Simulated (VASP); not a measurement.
Band structure of AlN (zinc blende). Computed with MS2 meta-GGA, VASP's PBE PAW potentials (set 64) (plane waves; VASP 6.6.1).

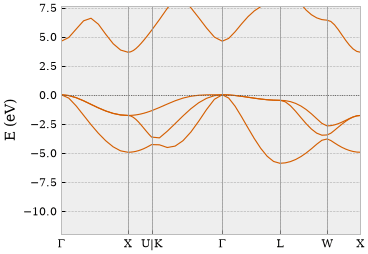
Bands along high-symmetry lines, zero at the valence-band maximum or, without a gap, the Fermi level

### Question
Read the plot: is there a gap, and where are the band edges?

### Answer
The gap is indirect, 3.66 eV, from the valence maximum at K-Γ at 0.89 to the conduction minimum at X.

Measured: gap 5.34 eV (computed value off by -1.68 eV), as given by Daiki Deguchi et al., Japanese Journal of Applied Physics (2016), arXiv:1512.06930.

The compound is AlN in the zinc blende structure, a metastable form; wurtzite is the usual one. It was relaxed first.
